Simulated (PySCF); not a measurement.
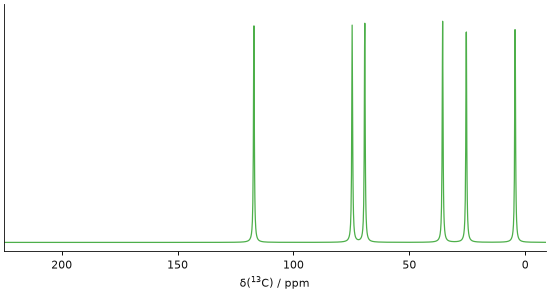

GIAO shifts, PBE0/pcSseg-1 with PySCF 2.14.0, at a GFN2-xTB geometry (no frequency check), against TMS for ¹³C computed at the same level. Gas phase, fully decoupled, line heights follow the number of nuclei, widths are arbitrary (no quadrupolar broadening); values of one conformer, averaged over methyl-type rotors and exact or near symmetry.

### Which molecule was computed?
A. C₃H₅N, SMILES CC1=NC1
B. C₅H₈BN, SMILES [BH3-][n+]1ccccc1
C. C₆H₉FN⁺, SMILES CC#C[C@@]1(F)C[C@H]1[NH3+]
D. C₄H₅N, SMILES [H]/N=C\C#CC

Option C. Its ¹³C signals: 117.1 (1 C), 74.7 (1 C), 69.2 (1 C), 35.6 (1 C), 25.4 (1 C), 4.4 (1 C) ppm.

Note: the tight-binding geometry is rougher than a DFT one and adds to the error.
